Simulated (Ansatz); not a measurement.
GeH4Cl: several calculations on one system

Part 1: Relaxation

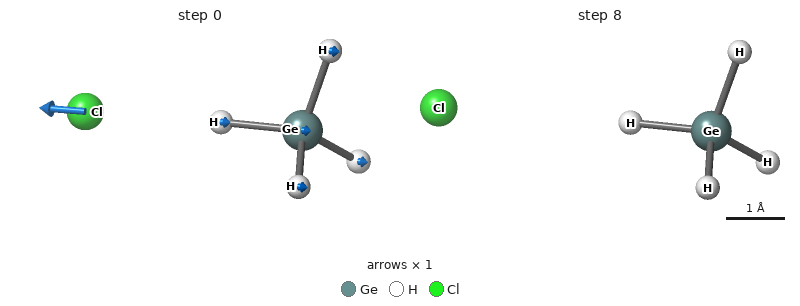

The structure of GeH$_{4}$Cl (multiplicity 2) before (left) and after (right) a relaxation, at one scale. The blue arrows give the displacements, at their true length.

Style: ball-and-stick. Shown at a tilt.

The run prepares an end point of a later path (reaction) calculation, from a guessed geometry.

The calculation used Ansatz 0.2.0, UHF/def2-SVP. Settings: collinear spin; force threshold 0.03 eV/Å; at most 50 steps.

Describe what moved and what it gained.

After 8 geometry steps the energy has fallen by 1.02 kcal/mol. The largest force component goes from 0.31 to 0.0055 eV/Å. The forces were under the threshold at step 5, but the run went on from there. The atom that moves furthest after the best rigid fit is the Cl atom (0.88 Å). By element the largest moves are Cl 0.88 Å, H 0.18 Å, Ge 0.17 Å. Some distances before and after: Ge–H 1.544 → 1.533 Å.

Limits of the set-up: the start holds two separate molecules, 2.6 Å apart at their closest, whose relative position is a soft coordinate and is computed without a dispersion correction; Hartree-Fock leaves out electron correlation.

Part 2: Relaxation

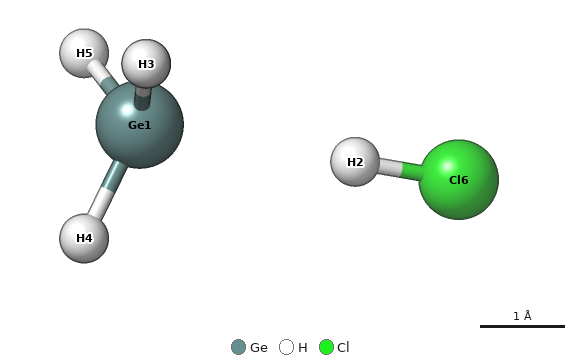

GeH₄Cl (multiplicity 2), before the relaxation. Style: ball-and-stick. Shown at a tilt.

The run prepares an end point of a later path (reaction) calculation, from a guessed geometry.

Method: UHF/def2-SVP (Ansatz).

The input:
```yaml
crystal:
  periodic: [false, false, false]
  atoms:
    - { symbol: Ge, position_ang: [0.000405, 0.0, -0.296096] }
    - { symbol: H, position_ang: [8.8e-05, 0.0, 2.459752] }
    - { symbol: H, position_ang: [1.464701, 0.0, -0.741859] }
    - { symbol: H, position_ang: [-0.731713, 1.268102, -0.74195] }
    - { symbol: H, position_ang: [-0.731713, -1.268102, -0.74195] }
    - { symbol: Cl, position_ang: [-0.000168, 0.0, 3.783504] }
magnetization:
  spin_polarized: true
  initial_magnetization: 1
basis:
  gaussian: { orbitals: def2-SVP }
hamiltonian:
  xc: hf
relax:
  f_tol: 0.03
  max_steps: 50
```

Command:
```bash
ansatz run input.yaml --threads 1 --pin off --max-ram 2048MiB --backend cpu --events-out ev --progress --plain --runs-dir out
```

### What does the optimiser find from here?

H2 moves most after the best rigid fit: 0.64 Å. Largest moves by element: H 0.64 Å, Cl 0.59 Å, Ge 0.30 Å. Some distances before and after: H2–Cl6 1.324 → 1.272 Å. The energy falls by 2.19 kcal/mol in 6 geometry steps. Largest force component: 1.6 eV/Å at the start, 0.0043 eV/Å at the end.

Step by step:

```tsv
step	E − E(0), kcal/mol	largest force component, eV/Å
0	0.00	1.5612
1	-1.53	0.6683
2	-2.03	0.1037
3	-2.04	0.1474
4	-2.16	0.0632
5	-2.19	0.0107
6	-2.19	0.0043
```

The structure at the end:

```xyz
6

Ge    0.0004    0.0000   -0.5959
H     0.0001    0.0000    3.1019
H     1.4633    0.0000   -1.0528
H    -0.7310    1.2669   -1.0529
H    -0.7310   -1.2669   -1.0529
Cl   -0.0003    0.0000    4.3741
```

The end point in the same view:

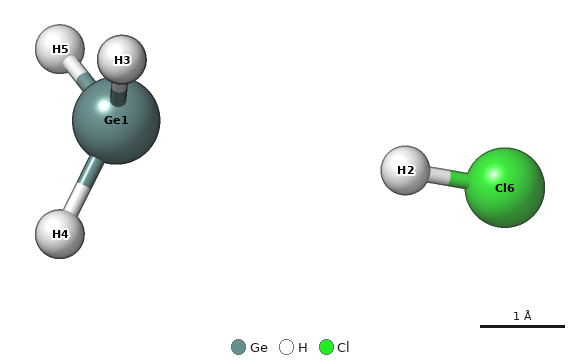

Limits of the set-up: the start holds two separate molecules, 2.8 Å apart at their closest, whose relative position is a soft coordinate and is computed without a dispersion correction; Hartree-Fock leaves out electron correlation.

Part 3: Path

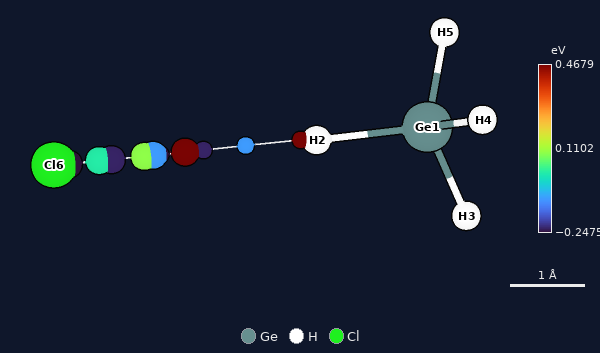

A nudged-elastic-band calculation for GeH4Cl (multiplicity 2), made up at the start of GeH4 and Cl. Images are numbered from 0 (start) to 6 (end). The start is drawn whole; smaller spheres mark the moving atoms (H, Cl) in the later images, joined by lines and coloured by the energy of the image relative to the start. The picture is a ball-and-stick view, seen at a tilt.

All numbers below come from Ansatz 0.2.0, UHF/def2-SVP. Settings: 5 movable images; climbing image; force threshold 0.05 eV/Å; iteration limit 60; starting path through a guess of the saddle point.

> Describe the path and its energy.

A hydrogen atom shifts from one atom to another. Breaking: Ge1–H2 (1.53 → 1.71 at the top → 3.70 Å). Forming: H2–Cl6 (3.64 → 1.60 at the top → 1.27 Å). The highest point, image 3, lies 0.47 eV above the start and 0.72 eV above the end; the end is at −0.25 eV relative to the start. The band converged in 9 iterations, with a climbing image at the top. At the top, the vibrational analysis gives one imaginary mode (1468i cm⁻¹), as a transition state must have.

Limits of the set-up: the start holds two separate molecules, 3.6 Å apart at their closest, whose relative position is a soft coordinate and is computed without a dispersion correction; Hartree-Fock leaves out electron correlation.

The run took 110 s on 1 thread of Arm Neoverse V1, with other jobs on the host, peak memory 0.23 GiB.
